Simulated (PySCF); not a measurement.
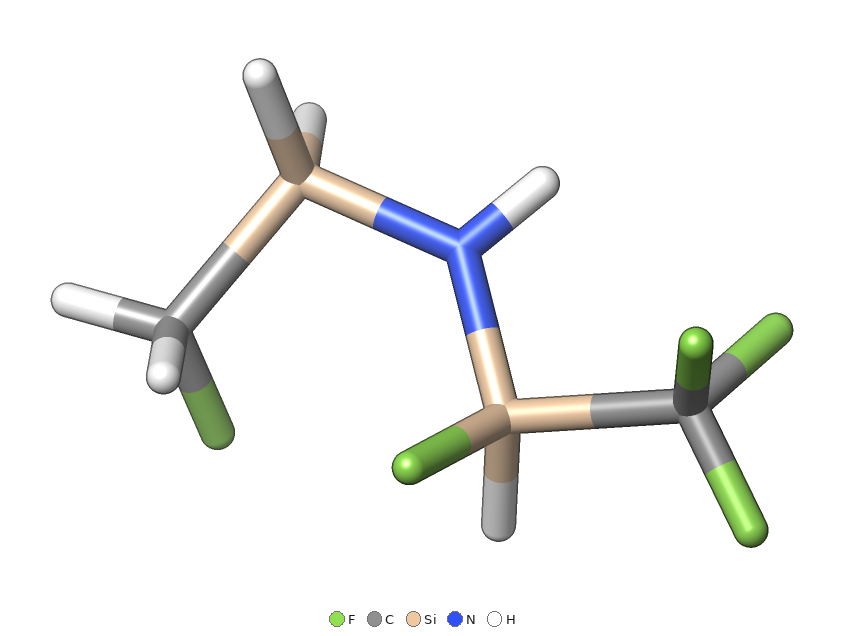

The geometry was computed by an optimisation with GFN2-xTB. No frequency run is at hand to confirm it as a minimum. Level of theory: PBE0/pcSseg-1, gas phase (PySCF 2.14.0).

Predict the main results.

The species is C₂H₆F₅NSi₂ (`FC[SiH2]N[Si@H](F)C(F)(F)F`).
- dipole moment: 3.56 D
- HOMO energy (Kohn–Sham orbital): −8.32 eV
- LUMO energy (Kohn–Sham orbital): 0.02 eV
- HOMO–LUMO gap: 8.34 eV

The geometry is semi-empirical. Around Si such bond lengths and angles can be off by a tenth of an ångström or more and by several degrees, and values that hang on the shape move with them.
